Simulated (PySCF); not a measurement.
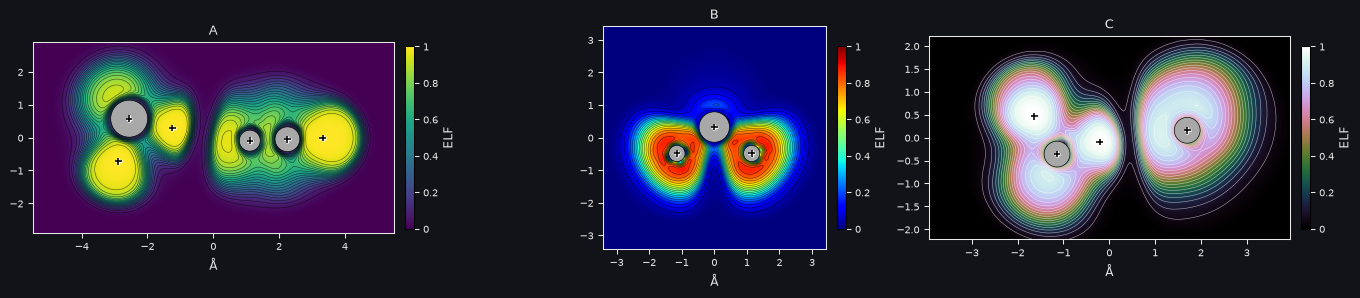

The ELF of 3 systems, each on a plane through atoms (crosses mark nuclei in the plane; grey discs cover the cores).

These are results of wB97M-D3(BJ)/def2-TZVPD, SCF density, gas phase in PySCF, not measurements.

System 1: BF4 (charge −1), the plane of atoms F4, B2 and F5. Geometry: PBE0-D3(BJ)/def2-TZVPD.

```csv
atom,x (Å),y (Å),z (Å)
F,-0.8407,0.7061,0.8352
B,-0.0515,-0.3566,0.3620
F,1.3047,0.0091,0.4096
F,-0.4095,-0.6517,-0.9648
F,-0.2611,-1.4904,1.1667
```

System 2: HCN···H2S (SMILES C#N.S), the molecular plane. Geometry: PBE0-D3(BJ)/def2-TZVPD.

```xyz
6

C    -0.4483    0.2451   -0.4576
N     0.0301   -0.3030    0.4263
H    -0.8912    0.7579   -1.2842
S     1.5266   -1.3657    3.6714
H     0.9938   -1.0170    2.4868
H     1.6513   -2.6493    3.3022
```

System 3: H2O···H2O, the plane of atoms H5, O4 and H6. Geometry: PBE0-D3(BJ)/def2-TZVPD.

```xyz
6

O     0.2553    0.2328   -0.1705
H    -0.6946    0.3546   -0.2524
H     0.3662   -0.6366    0.2239
O     1.5136    1.9562    1.7794
H     1.1043    1.4586    1.0554
H     2.1025    2.5814    1.3525
```

Which map belongs to which system?

Answer. Panel A is system 2, HCN···H2S: the plane holds C, N, H and S. N2···H5 (2.38 Å): the ELF dips to about 0.05 between them. Panel B is system 1, BF4: the plane holds B and F. B–F (1.41 Å): the ELF peaks at about 0.85 between the atoms, as expected for a polar covalent bond. Panel C is system 3, H2O···H2O: the plane holds O and H. O1···H5 (1.93 Å): the ELF dips to about 0.10 between them: by its geometry a hydrogen bond between the two molecules, with no shared pair.
